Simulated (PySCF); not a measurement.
C₃H₁₂Si, SMILES `CC.C[SiH3]`.

PySCF calculation, B3LYP/def2-SVPD, gas phase; geometry: GFN2-xTB.

Coordinates in Å:

```
C1      -2.2551    0.6061   -0.5035
C2      -2.4658   -0.5306    0.4852
H3      -1.5216    0.3279   -1.2568
H4      -3.1872    0.8537   -1.0070
H5      -1.8936    1.4950    0.0080
H6      -3.2043   -0.2543    1.2347
H7      -1.5352   -0.7698    0.9949
H8      -2.8175   -1.4244   -0.0261
C9       1.5479   -1.2311   -0.3171
Si10     1.6777    0.5955    0.1728
H11      2.2006   -1.4607   -1.1550
H12      0.5352   -1.4945   -0.6088
H13      1.8316   -1.8809    0.5065
H14      3.0642    0.9080    0.5289
H15      0.8136    0.8596    1.3259
H16      1.2644    1.4369   -0.9527
```

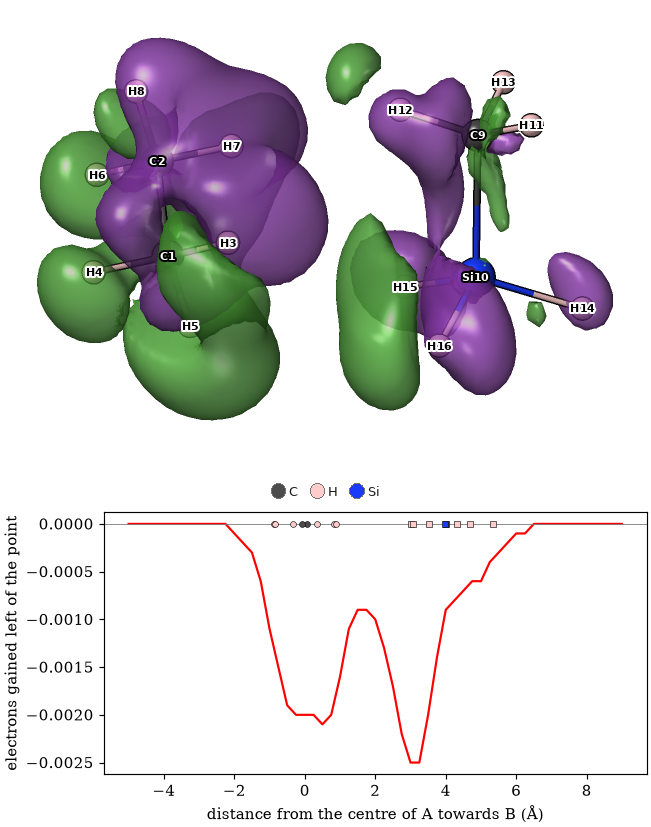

Density of the complex less the densities of the two fragments at the same geometry, ±0.0002 e/Å³ (purple: gain, green: loss). Fragment A: H6C2 (atoms 1–8); fragment B: SiH6C. Below: the charge-displacement curve along the line of centres (A on the left).

How is the density rearranged on binding?

Answer. Hirshfeld charges show almost no net transfer (under 0.005 e). 0.01 e is displaced in all, which induces a dipole of 0.07 D.

What is the interaction energy, and which contacts carry it?

Answer. The counterpoise-corrected interaction energy of the frozen fragments is +0.6 kcal/mol without dispersion correction and −1.6 kcal/mol with D3(BJ). The pair geometry is semi-empirical, not a minimum at this level. Contacts: H7···H12, H···H contact, 2.72 Å, ρ = 0.003 a.u.; H3···H16, H···H contact, 3.01 Å, ρ = 0.003 a.u.; H7···H15, H···H contact, 2.88 Å, ρ = 0.003 a.u.; H3···H12, H···H contact, 2.82 Å, ρ = 0.002 a.u. The pose is a local one from a semi-empirical search, not shown to be the most stable.
